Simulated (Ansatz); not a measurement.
## Scan of one atom of the cell for Ir (fcc, Cu type)

Ir (fcc, Cu type)

```xyz
4
Lattice="3.8708 0.0000 0.0000 0.0000 3.8708 0.0000 0.0000 0.0000 3.8708" Properties=species:S:1:pos:R:3 pbc="T T T"
Ir     0.0000     0.0000     0.0000
Ir     1.9354     1.9354     0.0000
Ir     1.9354     0.0000     1.9354
Ir     0.0000     1.9354     1.9354
```

In this cell atom 3 (Ir, nearest neighbour Ir at 2.737 Å; its periodic images, 3.9 Å or more away, move with it) is moved by s along Cartesian x, unit vector (1.000, 0.000, 0.000); all other atoms and the cell stay fixed.

Level of theory: PBE (plane waves to 420 eV, PAW, scalar-relativistic; Ansatz, an electronic-structure program). k mesh 10×10×10 (Γ-centred), Fermi-Dirac smearing 0.05 eV. E stands for the smeared free energy. With partly filled bands, energies and forces of such displacements shift with the k mesh and the smearing. Ir is run without spin polarisation. Ir was relaxed with its symmetry unable to fall. Spin-orbit coupling is left out, though Ir is heavy. The zero of ΔE is the undisplaced structure.

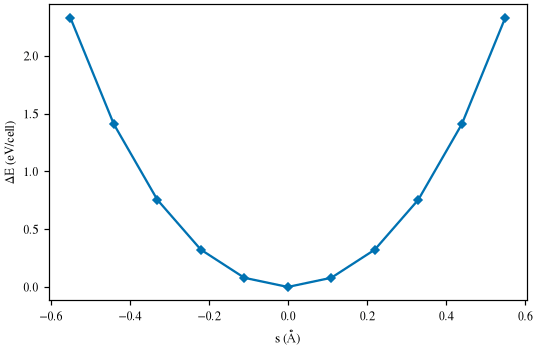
ΔE (eV/cell) against s (Å); computed points joined by lines.

The energy at s = 0.550 Å is 2330 meV/cell. The force along the line at s = -0.550 Å comes out as 9.64 eV/Å. Shape of the curve: a single well with its minimum at or next to zero displacement. Harmonic estimate at the end of the scan: ½ks² = 1978 meV/cell against the computed 2330 meV/cell, so the well is stiffer than harmonic there. Symmetry of the curve: even: the same for both signs.

With its periodic images moving along, the atom's site symmetry in this cell is m-3m.

(For displaced atoms, the force is minus the slope of the energy, and its curvature is a force constant, which sets phonon frequencies.)
